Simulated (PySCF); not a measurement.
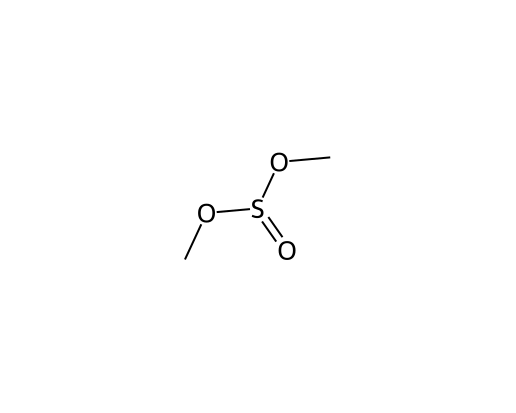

The picture comes from a calculation with PySCF.

2D structure.

### Write the SMILES.

COS(=O)OC

### What is the molecular formula?

C2H6O3S.

### An optimisation with PBE0-D3(BJ)/def2-SVP gave a structure of which point group?

Cs. Other conformers may differ.
